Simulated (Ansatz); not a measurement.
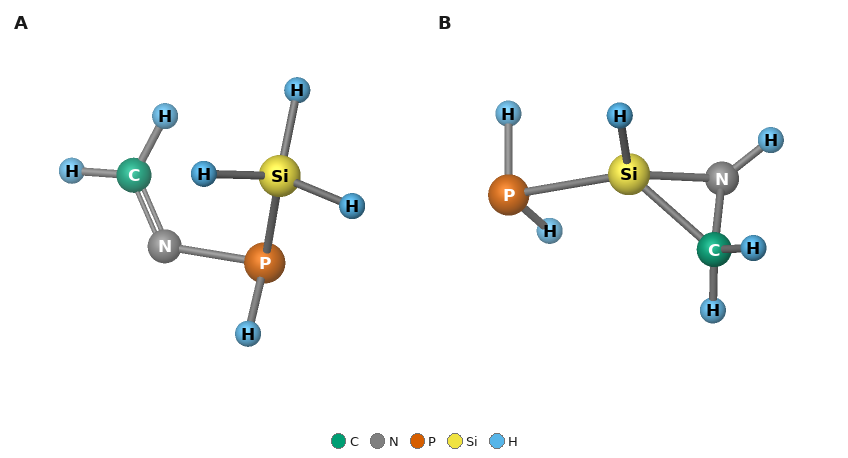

2 stationary structures of one formula. Geometries: PBE0-D4/def2-TZVP. Electronic energies: CCSD(T)/CBS (MP2 limit from def2-TZVPP and def2-QZVPP plus CCSD(T) − MP2) (Ansatz 0.2.0), without zero-point energy. Each is one conformer, not always the lowest.

Are they conformers, stereoisomers or constitutional isomers?

They are constitutional isomers of CH6NPSi: A `C=NP[SiH3]`, B `P[Si@H]1CN1`.

Which is lowest in energy, and by how much?

B is lowest (a minimum); A lies 17.4 kJ/mol above it (a minimum).
